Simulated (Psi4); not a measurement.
**C2HBF (SMILES C#C[B]F): UB2PLYP/cc-pVDZ (density fitting for correlation, ints tolerance 1e-08, sweep point 4)**

What is the vertical doublet–quartet gap of C2HBF at UB2PLYP/cc-pVDZ (density fitting for correlation, ints tolerance 1e-08, sweep point 4)? 

The calculation is run with Psi4 1.11.

4 further runs of the same task are left out: 4 set aside as unsound or not needed.

### 1 The structure to begin with

C2HBF has 5 atoms, charge 0, and is taken as a doublet. SMILES: `C#C[B]F`. The shape is that of a GFN2-xTB optimisation.

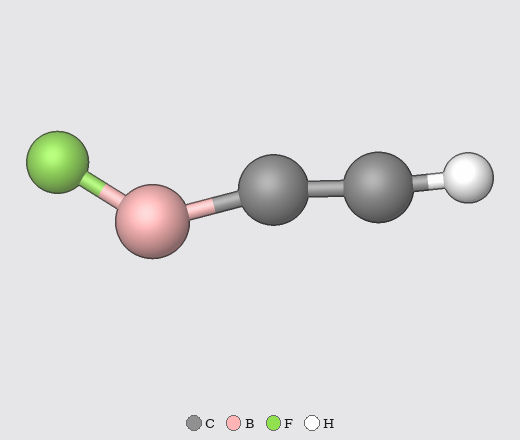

The structure, seen from a chosen angle (carbon grey, boron pink, fluorine green, hydrogen white).

### 2 A single-point energy at UB2PLYP/cc-pVDZ (density fitting for correlation, ints tolerance 1e-08, sweep point 4)

The input, input.inp:

```
memory 1600 mb

molecule {
  0 2
  C      0.474210     1.182570    -0.300500
  C      0.054740     0.071670    -0.013790
  B     -0.121090    -1.312180     0.405000
  F     -1.161060    -2.103920     0.468170
  H      0.753200     2.161860    -0.558870
  symmetry c1
}

set reference uks
set puream true
set scf_type direct
set dft_radial_points 99
set dft_spherical_points 590
set num_frozen_docc 4
set ints_tolerance 1e-08
set maxiter 100

e, wfn = energy("b2plyp/cc-pVDZ", return_wfn=True)
```

The run is started by

```bash
$ psi4 -i input.inp -o input.out -n 1
```

input.out, shortened:

```text
[...]
  Running in c1 symmetry.
[...]
  Nuclear repulsion =   75.665677248031173
[...]
  Multiplicity = 2
[...]
  Nalpha       = 14
  Nbeta        = 13
[...]
    Number of basis functions: 61
[...]
   @DF-UKS iter   1:  -200.90975487427460   -7.21956e-01   8.42227e-03 ADIIS/DIIS
[...]
   @UKS iter  16:  -201.08133864084411   -3.18843e-09   4.21773e-07 DIIS
[...]
   @S^2 Observed:                7.689886295E-01
[...]
    Orbital Energies [Eh]
    ---------------------
    Alpha Occupied:
       1A    -25.401989     2A    -10.668995     3A    -10.634515
       4A     -7.205528     5A     -1.409933     6A     -0.892152
       7A     -0.701216     8A     -0.651983     9A     -0.599737
      10A     -0.565362    11A     -0.561656    12A     -0.379573
      13A     -0.365272    14A     -0.252324
    Alpha Virtual:
      15A     -0.021787    16A      0.070607    17A      0.125708
      18A      0.164951    19A      0.208922    20A      0.224347
      21A      0.344455    22A      0.353693    23A      0.375183
      24A      0.441538    25A      0.551459    26A      0.559806
[...]
  @UKS Final Energy:  -201.08133864084411
   => Energetics <=
    Nuclear Repulsion Energy =             75.6656772480311730
    One-Electron Energy =                -424.4348833924762516
    Two-Electron Energy =                 159.9805551962860193
    DFT Exchange-Correlation Energy =     -12.2926876926850426
    Empirical Dispersion Energy =           0.0000000000000000
    VV10 Nonlocal Energy =                  0.0000000000000000
    Total Energy =                       -201.0813386408441090
[...]
 Multipole Moments:
 ------------------------------------------------------------------------------------
     Multipole            Electronic (a.u.)      Nuclear  (a.u.)        Total (a.u.)
 ------------------------------------------------------------------------------------
 L = 1.  Multiply by 2.5417464519 to convert [e a0] to [Debye]
 Dipole X            :         -1.4368542            1.6328417            0.1959876
 Dipole Y            :         -3.9561561            4.6141877            0.6580316
 Dipole Z            :          1.0190801           -1.1945097           -0.1754296
 Magnitude           :                                                    0.7086552
[...]
```

It took 18 s on 1 thread of Intel Xeon at 2.70GHz, shared host; peak memory 0.67 GiB.

### 3 The quartet, same level

The input, input.inp:

```
memory 1600 MB

molecule molecule1 {
  0 4
  C      0.474210     1.182570    -0.300500
  C      0.054740     0.071670    -0.013790
  B     -0.121090    -1.312180     0.405000
  F     -1.161060    -2.103920     0.468170
  H      0.753200     2.161860    -0.558870
  units angstrom
  symmetry c1
}

set globals {
  basis                cc-pVDZ
  reference            uks
  puream               true
  scf_type             direct
  dft_radial_points    99
  dft_spherical_points 590
  num_frozen_docc      4
  ints_tolerance       1e-08
  maxiter              100
}

E, wfn = energy('b2plyp', return_wfn=True)
```

The run is started by

```bash
$ psi4 input.inp input.out -n 1
```

input.out, shortened:

```text
[...]
  Running in c1 symmetry.
[...]
  Nuclear repulsion =   75.665677248031173
[...]
  Multiplicity = 4
[...]
  Nalpha       = 15
  Nbeta        = 12
[...]
    Number of basis functions: 61
[...]
   @DF-UKS iter   1:  -200.83037395969410   -6.42575e-01   6.49874e-03 DIIS/ADIIS
[...]
   @UKS iter  19:  -200.92848520457312   -2.93369e-09   2.71745e-07 DIIS
[...]
   @S^2 Observed:                3.774320969E+00
[...]
    Orbital Energies [Eh]
    ---------------------
    Alpha Occupied:
       1A    -25.371289     2A    -10.704807     3A    -10.688758
       4A     -7.161232     5A     -1.382887     6A     -0.969413
       7A     -0.721947     8A     -0.647087     9A     -0.601535
      10A     -0.552402    11A     -0.547216    12A     -0.461928
      13A     -0.439486    14A     -0.245694    15A     -0.193798
    Alpha Virtual:
      16A      0.026602    17A      0.113185    18A      0.125854
      19A      0.205353    20A      0.217034    21A      0.340027
      22A      0.351790    23A      0.365257    24A      0.423671
      25A      0.512980    26A      0.522358    27A      0.591892
[...]
  @UKS Final Energy:  -200.92848520457312
   => Energetics <=
    Nuclear Repulsion Energy =             75.6656772480311730
    One-Electron Energy =                -424.2191481212254303
    Two-Electron Energy =                 159.9321821755481494
    DFT Exchange-Correlation Energy =     -12.3071965069269869
    Empirical Dispersion Energy =           0.0000000000000000
    VV10 Nonlocal Energy =                  0.0000000000000000
    Total Energy =                       -200.9284852045731213
[...]
 Multipole Moments:
 ------------------------------------------------------------------------------------
     Multipole            Electronic (a.u.)      Nuclear  (a.u.)        Total (a.u.)
 ------------------------------------------------------------------------------------
 L = 1.  Multiply by 2.5417464519 to convert [e a0] to [Debye]
 Dipole X            :         -1.3135322            1.6328417            0.3193096
 Dipole Y            :         -3.4914411            4.6141877            1.1227466
 Dipole Z            :          0.8920069           -1.1945097           -0.3025028
 Magnitude           :                                                    1.2058302
[...]
```

Run time: 24 s. Hardware: 1 thread of Intel Xeon at 2.70GHz, shared host; peak memory 0.67 GiB.

### 4 Summary of results

At UB2PLYP/cc-pVDZ (density fitting for correlation, ints tolerance 1e-08, sweep point 4), 4 core orbitals frozen:

```
                                                         quantity          value
                                            doublet: total energy  -201.24542 Eh
doublet: HOMO energy (SCF part's orbitals) (highest over α and β)       -6.87 eV
 doublet: LUMO energy (SCF part's orbitals) (lowest over α and β)       -0.59 eV
                                                    doublet: ⟨S²⟩          0.769
                                            quartet: total energy  -201.07490 Eh
quartet: HOMO energy (SCF part's orbitals) (highest over α and β)       -5.27 eV
 quartet: LUMO energy (SCF part's orbitals) (lowest over α and β)       -4.33 eV
                                                    quartet: ⟨S²⟩          3.774
                 vertical energy of the quartet above the doublet       4.640 eV
```

What this shows: At this shape the quartet lies 4.64 eV (107 kcal/mol) above the doublet.
